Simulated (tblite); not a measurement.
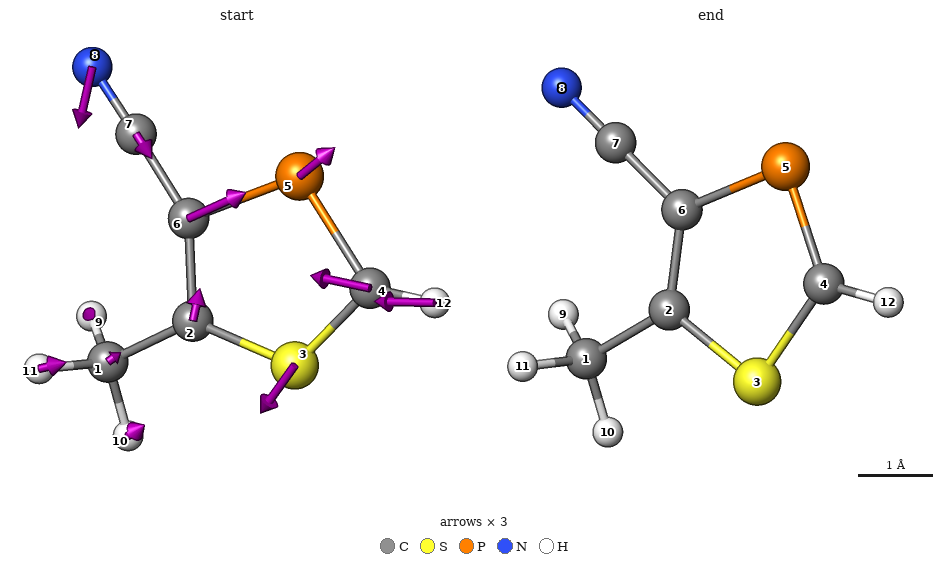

The structure of C5H4NPS before (left) and after (right) a relaxation, at one scale. The purple arrows give the displacements, 3 times their true length.

The picture is a ball-and-stick view, seen at a tilt.

The calculation used GFN2-xTB geometry optimisation, gas phase (tblite 0.8.0). 

What changed between the two?

C6 moves most after the best rigid fit: 0.33 Å. By element the largest moves are C 0.33 Å, H 0.32 Å, S 0.31 Å, N 0.29 Å, P 0.25 Å. Some distances before and after: S3–P5 2.558 → 2.948 Å, C4–P5 1.889 → 1.701 Å, S3–C4 1.589 → 1.716 Å, P5–C6 1.879 → 1.787 Å. Bond angles that change, for instance: C2–C6–C7 146.2° → 121.1°, S3–C4–P5 94.3° → 119.2°, C2–S3–C4 119.0° → 95.4°. The energy falls by 72.1 kcal/mol in 37 geometry steps. The run took 0.25 s on 1 thread of Arm Neoverse V1, with other jobs on the host.
